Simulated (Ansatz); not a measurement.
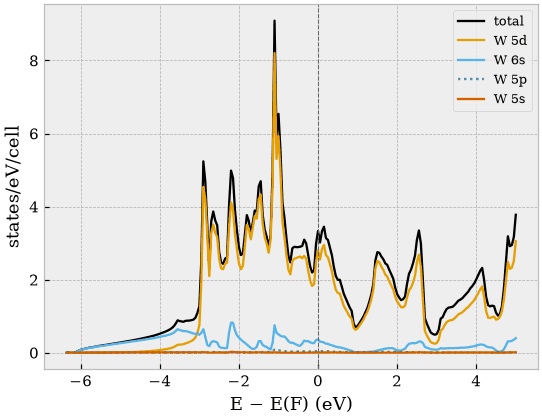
Total and projected density of states of W (diamond, Fd-3m), PBE (plane waves, PAW; program Ansatz)

Q: Which orbitals carry the states next to the Fermi level?

A: Within 0.5 eV of the Fermi level: W 5d 85 %, W 6s 9 %. Projections are on Löwdin-orthogonalised atomic valence shells; empty p or d shells of many metals are not among them.

Q: Where is the tallest occupied peak in this window, and what makes it?

A: Near -1.1 eV, about 9.1 states/eV per cell; the largest projected share is W 5d.

The start of the workflow was typed in or built on a structure type; neither database checked (COD, Materials Project) lists it. It is not the phase usual at ambient conditions (space group No. 229). The PBE relaxation kept the symmetry of its start; its stability against distortions is not shown here. No spin polarisation was allowed. Spin–orbit coupling is left out wherever it is not named.

Potentials: the later of the program's two PAW sets.
